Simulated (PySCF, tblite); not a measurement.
# C₈H₇FSi: infrared bands, NMR shifts and electronic excitations in gas and solvents, part 1 of 2

Aim: compute the infrared bands, NMR shifts and electronic excitations of C₈H₇FSi (`Fc1cccc2c1C=C[SiH2]2`), and see what a dielectric continuum does where one was used.

Computed with tblite 0.8.0 and PySCF 2.14.0, with density-fitted response routines of our own, on a single molecule, in the gas phase or a continuum. Atoms count from 0, in the outputs and in this text.

## Step 1: The molecule as given

17 atoms, charge 0, multiplicity 1; geometry from: force field or distance geometry start.

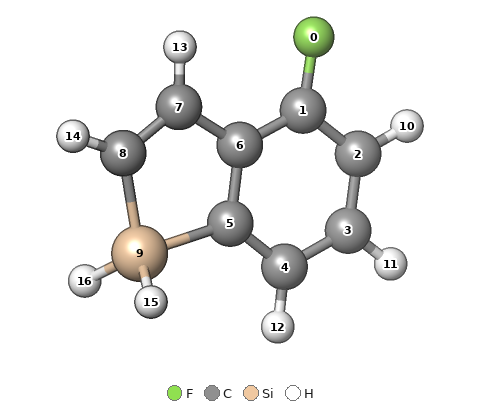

As it starts; fluorine green, carbon grey, silicon light orange, hydrogen white, atoms numbered; sticks join atoms by distance.

## Step 2: Optimising the geometry with GFN2-xTB

The job: settings as JSON, then the geometry in Å.

```
{"job": {"kind": "relax", "xc": "GFN2-xTB", "basis": "xTB"}, "charge": 0, "multiplicity": 1}
F      0.584600     2.886300    -0.453600
C      0.802900     1.586500    -0.275400
C      2.131100     1.114500    -0.238400
C      2.384700    -0.237600    -0.056000
C      1.336400    -1.156900     0.131800
C      0.022700    -0.682900     0.096400
C     -0.244700     0.696100    -0.100500
C     -1.668200     1.053700    -0.096300
C     -2.494000    -0.001200     0.085200
Si    -1.589100    -1.626400     0.299800
H      2.934500     1.820400    -0.376700
H      3.411000    -0.599600    -0.028800
H      1.549800    -2.208300     0.284300
H     -1.990000     2.072700    -0.245100
H     -3.580400     0.047000     0.117800
H     -1.758300    -2.192100     1.668000
H     -1.840100    -2.560200    -0.822400
```

Run with:

```console
$ OMP_NUM_THREADS=1 python probes_run.py task.json out
```

One launch serves the whole session: the jobs run in the order shown.

The log of the run:

```text
step      E/eV     max force
  0    -737.82052    1.710
  1    -737.87583    0.593
  2    -737.89451    0.413
  3    -737.91315    0.328
  4    -737.92210    0.256
  5    -737.92627    0.173
  6    -737.92891    0.141
  7    -737.93197    0.172
  8    -737.93503    0.163
  9    -737.93688    0.101
 10    -737.93773    0.055
 11    -737.93826    0.067
 12    -737.93880    0.062
 13    -737.93923    0.047
 14    -737.93945    0.041
 15    -737.93956    0.032
 16    -737.93964    0.026
 17    -737.93971    0.018
 18    -737.93976    0.015
 19    -737.93980    0.014
 20    -737.93982    0.011
 21    -737.93984    0.009
```

Run time: 0.18 s. Hardware: 1 thread of Arm Neoverse V1, shared host.

Step by step:

| step | energy from step 0 (eV) | largest force (eV/Å) |
| --- | --- | --- |
| 0 | 0.0000 | 1.7096 |
| 1 | -0.0553 | 0.5934 |
| 2 | -0.0740 | 0.4127 |
| 3 | -0.0926 | 0.3283 |
| 4 | -0.1016 | 0.2557 |
| 5 | -0.1058 | 0.1732 |
| 6 | -0.1084 | 0.1414 |
| 7 | -0.1114 | 0.1722 |
| 8 | -0.1145 | 0.1626 |
| 9 | -0.1164 | 0.1011 |
| 10 | -0.1172 | 0.0555 |
| 11 | -0.1177 | 0.0668 |
| 12 | -0.1183 | 0.0615 |
| 13 | -0.1187 | 0.0467 |
| 14 | -0.1189 | 0.0408 |
| 15 | -0.1190 | 0.0323 |
| 16 | -0.1191 | 0.0256 |
| 17 | -0.1192 | 0.0178 |
| 18 | -0.1192 | 0.0149 |
| 19 | -0.1193 | 0.0140 |
| 20 | -0.1193 | 0.0106 |
| 21 | -0.1193 | 0.0093 |

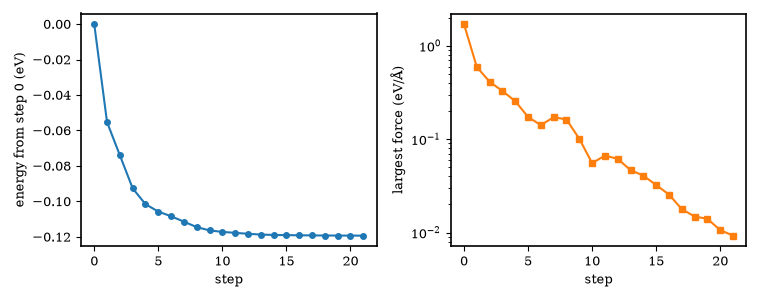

Energy and largest force along the relaxation.

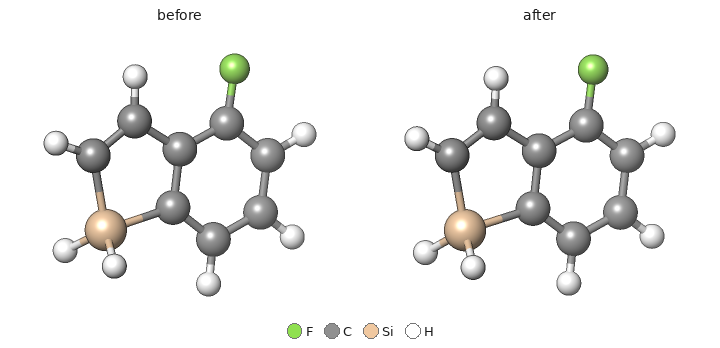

The geometry before (left) and after (right).

Close pairs (by a distance rule), those that changed most:

| bond | before (Å) | after (Å) | change (Å) |
| --- | --- | --- | --- |
| Si9–H15 | 1.490 | 1.463 | -0.027 |
| C1–C2 | 1.410 | 1.385 | -0.025 |
| F0–C1 | 1.330 | 1.355 | +0.025 |
| Si9–H16 | 1.481 | 1.464 | -0.018 |
| C4–C5 | 1.397 | 1.379 | -0.018 |
| C3–C4 | 1.407 | 1.389 | -0.017 |
| C7–C8 | 1.352 | 1.338 | -0.014 |
| C5–Si9 | 1.879 | 1.891 | +0.012 |

The next job starts from the end point, and lists it.

## Step 3: Infrared spectrum with GFN2-xTB

The job: settings as JSON, then the geometry in Å.

```
{"job": {"kind": "ir", "xc": "GFN2-xTB", "basis": "xTB"}, "charge": 0, "multiplicity": 1}
F      0.561631     2.866846    -0.453367
C      0.807653     1.548590    -0.262651
C      2.122575     1.114415    -0.243085
C      2.385739    -0.229630    -0.048972
C      1.342643    -1.131071     0.124091
C      0.033887    -0.696289     0.103972
C     -0.248006     0.667395    -0.092782
C     -1.661092     1.016063    -0.095905
C     -2.520557     0.006759     0.086787
Si    -1.602058    -1.624433     0.300685
H      2.918651     1.829416    -0.379342
H      3.408330    -0.575613    -0.032445
H      1.558429    -2.178608     0.275288
H     -1.946051     2.048488    -0.242345
H     -3.586371     0.165368     0.100260
H     -1.749713    -2.227256     1.625974
H     -1.832689    -2.588411    -0.776073
```

The log of the run:

```text
mode    cm-1     km/mol
  1     109.2      0.08
  2     157.4      1.03
  3     225.7      2.15
  4     231.8      3.19
  5     312.4      0.29
  6     380.6      8.50
  7     414.9     11.58
  8     445.2      4.93
  9     469.8     21.56
 10     490.2      0.32
 11     528.1     30.83
 12     552.8     62.94
 13     565.5      3.24
 14     611.1     92.09
 15     658.4     54.09
 16     662.9      4.53
 17     754.7    178.05
 18     776.8    152.59
 19     782.9     10.20
 20     804.5     37.96
 21     837.0     20.03
 22     889.1      5.01
 23     894.3      2.08
 24     914.8      2.22
 25     920.3      0.03
 26    1085.6      7.60
 27    1110.1      6.52
 28    1154.5     52.80
 29    1178.5      2.69
 30    1221.5     42.51
 31    1243.3     55.88
 32    1297.9      8.05
 33    1338.3      0.18
 34    1422.3      6.56
 35    1448.7     58.83
 36    1563.0      8.19
 37    1587.6     11.48
 38    1597.3     25.36
 39    2255.1    460.72
 40    2259.6    183.23
 41    3067.9     23.07
 42    3076.9     14.48
 43    3089.1     45.13
 44    3096.7     47.90
 45    3108.0     25.19
```

Run time: 0.73 s. Hardware: 1 thread of Arm Neoverse V1, shared host.

The strongest bands and the atoms that carry them (share of the mass-weighted mode):

| cm⁻¹ | km/mol | atoms |
| --- | --- | --- |
| 553 | 62.9 | C5 28 %, C1 26 %, H15 16 %, H16 15 % |
| 611 | 92.1 | H16 31 %, H15 31 % |
| 755 | 178.1 | H16 32 %, H15 32 %, C8 14 % |
| 777 | 152.6 | C8 31 %, Si9 21 %, H16 13 %, H15 13 % |
| 1243 | 55.9 | C6 19 %, H13 19 %, H12 15 %, C1 15 % |
| 1449 | 58.8 | C1 18 %, C3 17 %, C2 16 %, H11 11 % |
| 2255 | 460.7 | H16 57 %, H15 39 % |
| 2260 | 183.2 | H15 58 %, H16 40 % |

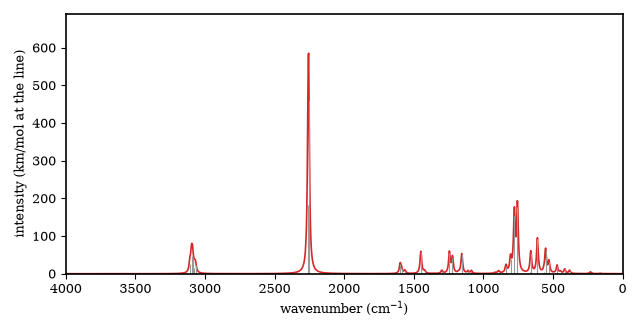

The infrared spectrum from these modes, unscaled. Lines are broadened to a width of 14 cm⁻¹ (Lorentzian).

## Step 4: Geometry optimisation at PBE0-D3(BJ)/def2-SVP

The job: settings as JSON, then the geometry in Å.

```
{"job": {"xc": "PBE0", "basis": "def2-SVP", "d3": "d3bj", "grid": 1, "shake": 0.01, "kind": "geom"}, "charge": 0, "multiplicity": 1}
F      0.582040     2.841290    -0.449190
C      0.801980     1.544060    -0.264810
C      2.102380     1.112100    -0.251740
C      2.418970    -0.227370    -0.052500
C      1.339830    -1.137750     0.113540
C      0.029980    -0.691470     0.101590
C     -0.238430     0.665400    -0.092540
C     -1.645630     1.021510    -0.100960
C     -2.522390     0.012160     0.106140
Si    -1.604750    -1.626870     0.310710
H      2.909790     1.826500    -0.370520
H      3.414130    -0.574700    -0.025740
H      1.530150    -2.168390     0.265690
H     -1.962740     2.051250    -0.235340
H     -3.590820     0.154600     0.100520
H     -1.750240    -2.213200     1.633450
H     -1.830750    -2.577290    -0.778130
```

The log of the run:

```text
step   0  E = -697.42590058  max force = 0.051938
step   1  E = -697.43323528  max force = 0.010135
step   2  E = -697.43337331  max force = 0.003000
step   3  E = -697.43337969  max force = 0.004917
step   4  E = -697.43344007  max force = 0.001039
step   5  E = -697.43343332  max force = 0.001050
step   6  E = -697.43344694  max force = 0.000224
optimisation converged
```

Run time: 2.1 min. Hardware: 1 thread of Arm Neoverse V1, shared host; peak memory 0.76 GiB.

Step by step:

| step | energy from step 0 (eV) | largest force component (eV/Å) |
| --- | --- | --- |
| 0 | 0.0000 | 2.6708 |
| 1 | -0.1996 | 0.5212 |
| 2 | -0.2033 | 0.1543 |
| 3 | -0.2035 | 0.2528 |
| 4 | -0.2052 | 0.0534 |
| 5 | -0.2050 | 0.0540 |
| 6 | -0.2053 | 0.0115 |

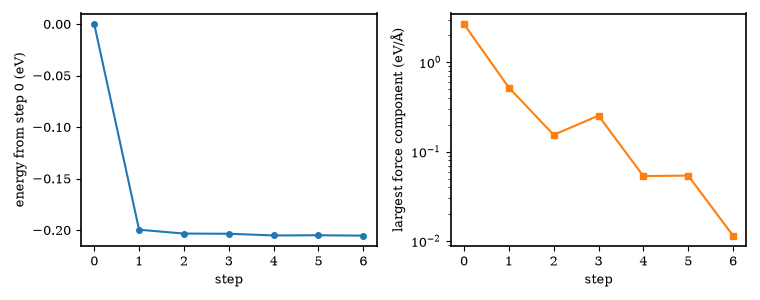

Energy and force, step by step.

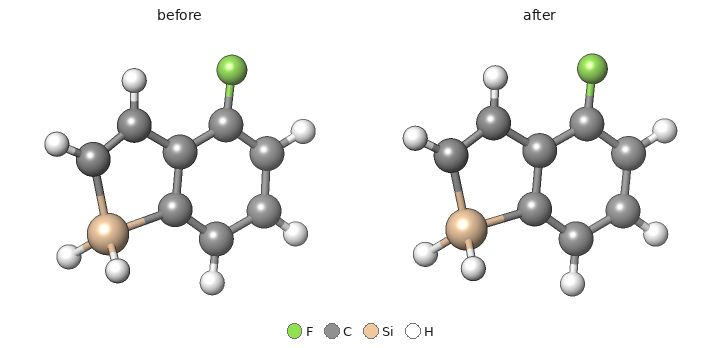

Before and after, at one scale.

Close pairs (by a distance rule), those that changed most:

| bond | before (Å) | after (Å) | change (Å) |
| --- | --- | --- | --- |
| Si9–H15 | 1.454 | 1.495 | +0.041 |
| C3–H11 | 1.054 | 1.093 | +0.038 |
| C4–H12 | 1.059 | 1.093 | +0.034 |
| Si9–H16 | 1.463 | 1.495 | +0.032 |
| C3–C4 | 1.422 | 1.400 | -0.022 |
| C1–C2 | 1.370 | 1.391 | +0.021 |
| C6–C7 | 1.452 | 1.472 | +0.021 |
| C1–C6 | 1.373 | 1.393 | +0.020 |

The final coordinates are the input of the step that follows.

| at the end point | value |
| --- | --- |
| point group (found at 0.08 Å tolerance) | Cs |
| rotational constants (GHz, main isotopes) | 1.966, 1.061, 0.695 |
| dipole moment (D) | 0.89 |

## Step 5: Nuclear shieldings: PBE0/pcSseg-1

The job: settings as JSON, then the geometry in Å.

```
{"job": {"kind": "nmr", "xc": "PBE0", "basis": "pcSseg-1"}, "charge": 0, "multiplicity": 1}
F      0.677948     2.769229    -0.067613
C      0.916946     1.468025     0.107420
C      2.234160     1.021378     0.132547
C      2.491279    -0.335062     0.314722
C      1.437290    -1.242398     0.471682
C      0.123205    -0.788210     0.445065
C     -0.151521     0.587614     0.260280
C     -1.574337     0.965423     0.246061
C     -2.475740    -0.027052     0.407565
Si    -1.549283    -1.640526     0.613413
H      3.039435     1.747649     0.008000
H      3.525583    -0.686886     0.334684
H      1.657293    -2.303506     0.614234
H     -1.844992     2.016626     0.106031
H     -3.549844     0.169519     0.407872
H     -1.748506    -2.302386     1.939369
H     -1.818447    -2.652138    -0.453992
```

With the program's defaults for keys left out, this is: GIAO PBE0/pcSseg-1 NMR shielding, non-relativistic, gas phase.

The log of the run:

```text
coarse grid: 15744 points
cycle   1  E = -697.6144244070  dE =  1.690e+00  |g| = 5.395e-01  |ddm| = 4.282e+00
cycle   2  E = -697.5683088036  dE =  4.612e-02  |g| = 7.210e-01  |ddm| = 1.194e+00
cycle   3  E = -697.6741129373  dE = -1.058e-01  |g| = 1.176e-01  |ddm| = 7.012e-01
cycle   4  E = -697.6774571671  dE = -3.344e-03  |g| = 4.839e-02  |ddm| = 1.872e-01
cycle   5  E = -697.6780688788  dE = -6.117e-04  |g| = 1.351e-02  |ddm| = 6.424e-02
cycle   6  E = -697.6781075621  dE = -3.868e-05  |g| = 3.383e-03  |ddm| = 1.472e-02
cycle   7  E = -697.6781099947  dE = -2.433e-06  |g| = 1.116e-03  |ddm| = 3.811e-03
final grid: 150800 points
cycle   8  E = -697.7435113351  dE = -3.679e-05  |g| = 7.361e-03  |ddm| = 5.302e-02
cycle   9  E = -697.7435038314  dE =  7.504e-06  |g| = 9.679e-03  |ddm| = 1.757e-02
cycle  10  E = -697.7435248800  dE = -2.105e-05  |g| = 1.276e-03  |ddm| = 1.037e-02
cycle  11  E = -697.7435251905  dE = -3.104e-07  |g| = 3.071e-04  |ddm| = 1.647e-03
cycle  12  E = -697.7435252100  dE = -1.956e-08  |g| = 1.582e-04  |ddm| = 5.043e-04
cycle  13  E = -697.7435252161  dE = -6.087e-09  |g| = 2.661e-05  |ddm| = 1.738e-04
cycle  14  E = -697.7435252163  dE = -1.494e-10  |g| = 7.700e-06  |ddm| = 3.544e-05
converged SCF energy = -697.7435252163

GIAO shielding tensors (ppm)
atom      isotropic    diamagn.    paramagn.     s11        s22        s33       span
  0 F      297.660     477.660    -180.001    222.046    287.935    382.999    160.953
  1 C       18.929     246.523    -227.594    -59.230     31.151     84.866    144.096
  2 C       61.766     258.596    -196.830    -25.255     45.515    165.038    190.293
  3 C       49.524     255.457    -205.933    -57.288     37.428    168.431    225.719
  4 C       50.452     252.270    -201.818    -59.370     36.461    174.264    233.634
  5 C       43.622     256.710    -213.089    -40.991     -2.821    174.676    215.667
  6 C       42.663     262.936    -220.273    -33.141     17.278    143.851    176.992
  7 C       29.093     248.334    -219.242    -94.041     37.848    143.470    237.511
  8 C       52.635     262.044    -209.409    -57.422     47.151    168.174    225.596
  9 Si     389.979     881.898    -491.919    318.173    393.611    458.153    139.979
 10 H       24.119      29.190      -5.071     20.685     24.592     27.081      6.397
 11 H       23.928      29.371      -5.443     20.549     24.665     26.569      6.020
 12 H       23.778      30.645      -6.867     19.759     24.011     27.565      7.806
 13 H       23.422      30.906      -7.483     20.449     21.876     27.942      7.493
 14 H       24.845      29.123      -4.278     23.914     24.152     26.469      2.555
 15 H       26.346      27.963      -1.618     22.921     24.551     31.564      8.643
 16 H       26.347      28.307      -1.960     22.902     24.564     31.577      8.675
```

Run time: 39 s. Hardware: 1 thread of Arm Neoverse V1, shared host; peak memory 1 GiB.

The references, computed at this level on geometries of the same kind, shield at (ppm): ¹H TMS 31.27, ¹³C TMS 184.4, ²⁹Si TMS 352.0, ¹⁹F CFCl3 177.2. Their shielding less the atom's gives the shift. The references are single molecules in the gas phase, so shifts against H2O, NH3, PH3, H3PO4 or CFCl3 are not on the usual liquid scales and can be off by tens of ppm. Atoms listed in one row are averaged.

| atoms | environment | σ (ppm) | δ (ppm) | δ scaled to CDCl3 |
| --- | --- | --- | --- | --- |
| C1 | aromatic carbon bearing fluorine | 18.9 | 165.5 | 160.2 |
| C7 | alkene CH | 29.1 | 155.3 | 150.3 |
| C6 | substituted aromatic carbon | 42.7 | 141.7 | 137.1 |
| C5 | substituted aromatic carbon | 43.6 | 140.8 | 136.2 |
| C3 | aromatic CH | 49.5 | 134.9 | 130.5 |
| C4 | aromatic CH | 50.5 | 134.0 | 129.6 |
| C8 | alkene CH | 52.6 | 131.8 | 127.4 |
| C2 | aromatic CH | 61.8 | 122.6 | 118.6 |
| H13 | hydrogen on an alkene CH | 23.42 | 7.84 | 7.65 |
| H12 | hydrogen on an aromatic CH | 23.78 | 7.49 | 7.31 |
| H11 | hydrogen on an aromatic CH | 23.93 | 7.34 | 7.17 |
| H10 | hydrogen on an aromatic CH | 24.12 | 7.15 | 6.99 |
| H14 | hydrogen on an alkene CH | 24.84 | 6.42 | 6.30 |
| H15, H16 | hydrogen on a silicon bonded to 2 C, in a 5-membered ring | 26.35 | 4.92 | – |
| F0 | aryl fluorine | 297.7 | -120.4 | – |
| Si9 | silicon bonded to 2 C, 2 H, in a 5-membered ring | 390.0 | -38.0 | – |

The scaled column applies a straight-line fit of computed shieldings to shifts measured in CDCl3, and one for carbons that bear F (root-mean-square error 0.21 ppm for H, 2.0 ppm for C).

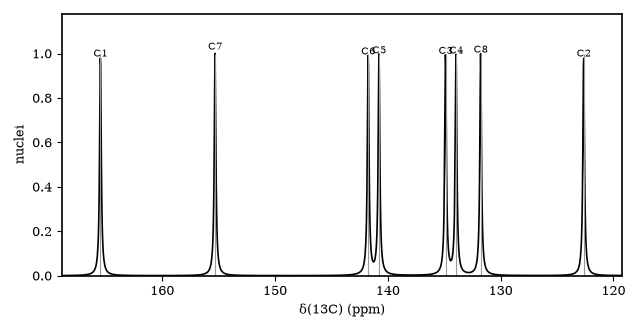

¹³C lines at the computed shifts, without couplings. Lines are broadened to a width of 0.17 ppm (Lorentzian).

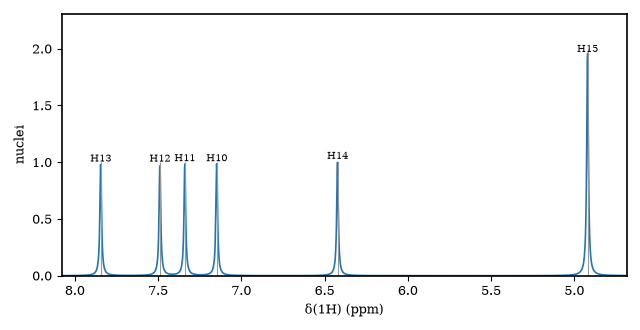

¹H lines at the computed shifts, without couplings. Lines are broadened to a width of 0.01 ppm (Lorentzian).

Charges from the same density, by scheme (e):

| atoms | Mulliken | IAO | Hirshfeld | ESP fit |
| --- | --- | --- | --- | --- |
| F0 | -0.27 | -0.26 | -0.07 | -0.18 |
| C1 | 0.46 | 0.29 | 0.09 | 0.26 |
| C2 | -0.15 | -0.19 | -0.06 | -0.29 |
| C3 | -0.06 | -0.14 | -0.04 | -0.12 |
| C4 | -0.06 | -0.14 | -0.05 | -0.23 |
| C5 | -0.30 | -0.27 | -0.09 | -0.14 |
| C6 | -0.36 | -0.04 | -0.03 | 0.11 |
| C7 | 0.00 | -0.12 | -0.04 | -0.20 |
| C8 | -0.37 | -0.44 | -0.14 | -0.38 |
| Si9 | 0.75 | 0.74 | 0.33 | 0.48 |

IAO charges:

F0 -0.26; C1 0.29; C2 -0.19; C3 -0.14; C4 -0.14; C5 -0.27; C6 -0.04; C7 -0.12; C8 -0.44; Si9 0.74; H10 0.17; H11 0.16; H12 0.15; H13 0.16; H14 0.16; H15 -0.11; H16 -0.11

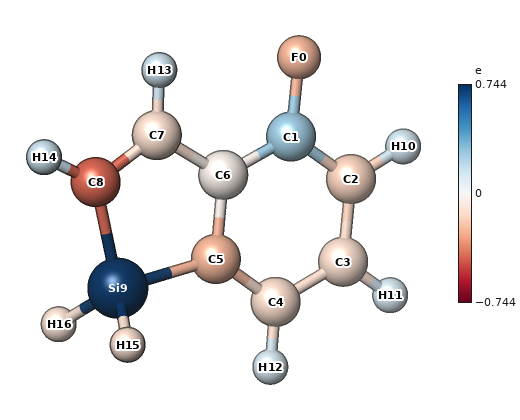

IAO charges, as colours on the atoms.

Mayer bond orders: F0–C1 0.91, C1–C2 1.45, C2–C3 1.42, C3–C4 1.42, C4–C5 1.45, C5–C6 1.35, C6–C7 1.09, C7–C8 1.82, C8–Si9 0.91, C6–C1 1.30, Si9–C5 0.85.

Ring of atoms C1, C2, C3, C4, C5, C6: NICS(0) -8.9, NICS(1) -10.6, NICS(1)zz -25.0 ppm (means of both faces).

Ring of atoms C5, C6, C7, C8, Si9: NICS(0) 2.0, NICS(1) -1.0, NICS(1)zz 4.5 ppm (means of both faces).

## Step 6: TDDFT and polarisability: B3LYP/def2-SVPD

The job, as its differences from that of step 5:

```diff
@@ -1,2 +1,2 @@
-{"job": {"kind": "nmr", "xc": "PBE0", "basis": "pcSseg-1"}, "charge": 0, "multiplicity": 1}
+{"job": {"kind": "uv", "xc": "B3LYP", "basis": "def2-SVPD", "ip": true, "dynamic": true}, "charge": 0, "multiplicity": 1}
 F      0.677948     2.769229    -0.067613
```

Method: TDDFT B3LYP/def2-SVPD, vertical, gas phase, core orbitals frozen in the response.

The log of the run:

```text
coarse grid: 15744 points
cycle   1  E = -697.8511374642  dE =  1.529e+00  |g| = 5.639e-01  |ddm| = 1.225e+01
cycle   2  E = -697.7772840425  dE =  7.385e-02  |g| = 7.996e-01  |ddm| = 3.232e+00
cycle   3  E = -697.9195162991  dE = -1.422e-01  |g| = 1.375e-01  |ddm| = 1.857e+00
cycle   4  E = -697.9242277770  dE = -4.711e-03  |g| = 5.680e-02  |ddm| = 5.761e-01
cycle   5  E = -697.9251136764  dE = -8.859e-04  |g| = 1.445e-02  |ddm| = 1.967e-01
cycle   6  E = -697.9251574375  dE = -4.376e-05  |g| = 4.500e-03  |ddm| = 5.049e-02
cycle   7  E = -697.9251621763  dE = -4.739e-06  |g| = 1.018e-03  |ddm| = 1.378e-02
final grid: 150800 points
cycle   8  E = -698.0369763887  dE = -4.582e-05  |g| = 6.087e-03  |ddm| = 3.371e-01
cycle   9  E = -698.0369659157  dE =  1.047e-05  |g| = 9.447e-03  |ddm| = 3.369e-02
cycle  10  E = -698.0369846000  dE = -1.868e-05  |g| = 9.285e-04  |ddm| = 1.854e-02
cycle  11  E = -698.0369848065  dE = -2.066e-07  |g| = 2.968e-04  |ddm| = 3.466e-03
cycle  12  E = -698.0369848260  dE = -1.947e-08  |g| = 1.574e-04  |ddm| = 1.347e-03
cycle  13  E = -698.0369848320  dE = -5.980e-09  |g| = 2.193e-05  |ddm| = 3.751e-04
cycle  14  E = -698.0369848321  dE = -1.257e-10  |g| = 7.178e-06  |ddm| = 1.038e-04
converged SCF energy = -698.0369848321

Static polarisability (au): isotropic 119.004, principal 71.587 123.865 161.560

Singlet excitations
state   eV       nm        f      main configurations
  1   4.1888    296.0   0.10871   H->L 0.89
  2   4.6362    267.4   0.01108   H-1->L 0.80, H->L+1 0.13
  3   5.5658    222.8   0.27798   H->L+1 0.71, H-1->L 0.14
  4   5.6991    217.6   0.00056   H-3->L 0.97
  5   5.9578    208.1   0.00052   H->L+2 0.97
  6   6.0453    205.1   0.02841   H-2->L 0.40, H->L+4 0.36, H->L+3 0.14
  7   6.1446    201.8   0.05453   H->L+3 0.39, H-4->L 0.29, H-1->L+1 0.14
  8   6.1462    201.7   0.17332   H-1->L+1 0.52, H-4->L 0.16, H-2->L 0.16
  9   6.1486    201.6   0.00468   H-4->L 0.51, H->L+3 0.30, H->L+4 0.14
 10   6.5603    189.0   0.00311   H-1->L+2 0.95

Triplet excitations (Tamm-Dancoff, eV): 2.9638 3.9105 4.2602 4.5364
Vertical ionisation energy (delta-SCF) = 8.3992 eV
Vertical electron affinity (delta-SCF) = 0.0918 eV
```

It took 4.9 min on 1 thread of Arm Neoverse V1, shared host; peak memory 1.1 GiB.

The orbitals next to the gap, with their largest atomic shares:

| orbital | eV | atoms |
| --- | --- | --- |
| HOMO−3 | -8.72 | C5 24 %, Si9 20 %, C8 16 % |
| HOMO−2 | -8.64 | C7 21 %, C8 14 %, C6 12 % |
| HOMO−1 | -7.20 | C5 21 %, C2 21 %, C4 18 % |
| HOMO | -6.57 | C8 21 %, C6 15 %, C3 14 % |
| LUMO | -1.83 | C8 17 %, C7 16 %, C6 12 % |
| LUMO+1 | -0.71 | C1 20 %, C4 20 %, C5 13 % |
| LUMO+2 | 0.22 | Si9 32 %, H15 11 %, H16 11 % |

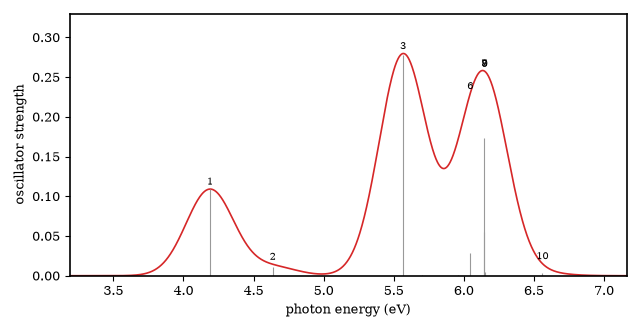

Absorption spectrum from the 10 singlet states computed; above the last one it falls off for lack of states. Lines are broadened to a width of 0.40 eV (Gaussian).

Ground-state properties from the same run:

| property | computed |
| --- | --- |
| dipole moment (D) | 0.97 |
| polarisability (Å³) | 17.63 |
| HOMO–LUMO gap (eV) | 4.74 |
| −ε(HOMO) (eV) | 6.57 |
| C6 with itself (au) | 4848 |

(Continued in part 2 of 2.)
